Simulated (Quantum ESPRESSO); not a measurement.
Converging the SCF threshold: Se (C2, 3 atoms in the cell)

```
Se
1.0
    2.19156    -3.79589     0.00000
    2.19156     3.79589     0.00000
    0.00000     0.00000     4.96485
Se
3
Cartesian
  0.49310   0.85407   3.30990
  3.44691   0.00000   0.00000
  0.49310  -0.85407   1.65495
```

Method of the run: LDA (PZ), PSlibrary ultrasoft (LDA) pseudopotentials (plane waves; Quantum ESPRESSO).

Base settings: ecutwfc = 30 Ry; ecutrho = 180 Ry; occupations = smearing; smearing = fd; degauss = 0.000734986 Ry; potentials = {Se: Se.pz-n-rrkjus_psl.1.0.0.UPF}; K_POINTS = automatic 5 5 3 0 0 0; conv_thr = 1e-10 Ry; mixing_beta = 0.3.

The mesh stays at the base's, so the ladder's end is converged at best in this setting alone.

Only quantities that move along the ladder and can be compared are tabulated.

The count of work is k-points × plane waves × bands × iterations; it is no time. 

The starting cell has typed, rounded lattice constants, without a prior relaxation at this level. Its lattice was rescaled by up to half a per cent. One atom was moved a little off its site on purpose.

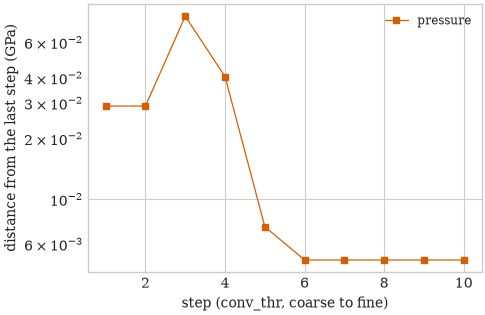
Figure. Distance from the last step along the ladder; very small values are drawn at a floor.

```csv
conv_thr,pressure (GPa),largest difference of a force vector from the last step's (eV/Å),count of work / last
0.0073 Ry,-0.39,0.008,0.21
0.00073 Ry,-0.39,0.008,0.21
7.3e-05 Ry,-0.50,0.010,0.29
7.3e-06 Ry,-0.46,0.011,0.36
7.3e-07 Ry,-0.41,0.002,0.43
7.3e-08 Ry,-0.41,0.001,0.50
7.3e-09 Ry,-0.42,0.000,0.57
7.3e-10 Ry,-0.42,0.000,0.71
1e-10 Ry,-0.42,0.000,0.79
7.3e-12 Ry,-0.42,0.000,0.86
7.3e-14 Ry,-0.42,0.000,1.0
```

Coarsest conv_thr that holds the forces within 0.005 eV/Å of the last step, with all finer ones: 7.3e-07 Ry, at 0.43 of the last step's count of work; the step before is off by 0.011 eV/Å.

Coarsest conv_thr that holds the pressure within 0.05 GPa of the last step, with all finer ones: 7.3e-06 Ry, at 0.36 of the last step's count of work; the step before is off by 0.08 GPa.
